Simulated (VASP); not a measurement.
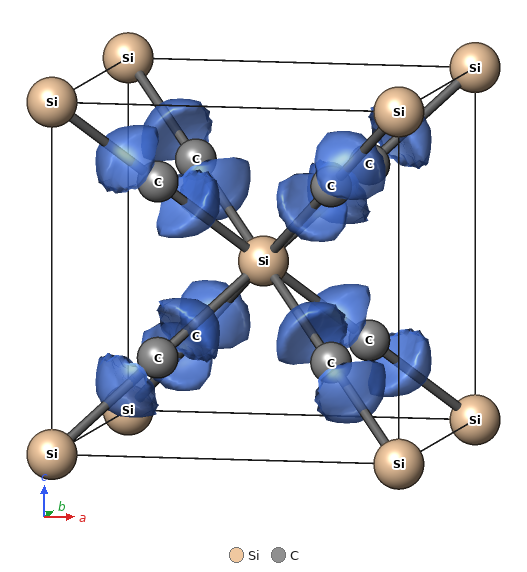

SiC₄. Isosurface of the electron localisation function at 0.8 (blue), seen slightly off an axis. Core shells and regions of very low density are left out. Sticks mark near contacts.

Space group Im-3m; a generated structure, not necessarily the stable one.

All numbers below come from Kohn-Sham DFT of a periodic cell, PBE, VASP PAW PBE potentials, recommended in VASP.

In a PAW calculation such maps are meaningful between the atoms, not at the nuclei.

What do the ELF domains correspond to?

At this value the surface marks out 16 regions between bonded C–Si atoms (shared pairs), counted in one cell of 10 atoms. Any copies at cell faces, edges or corners count once. Along the contacts the grid gives the following. Si–C (1.90 Å): the ELF peaks at about 0.90 between the atoms.
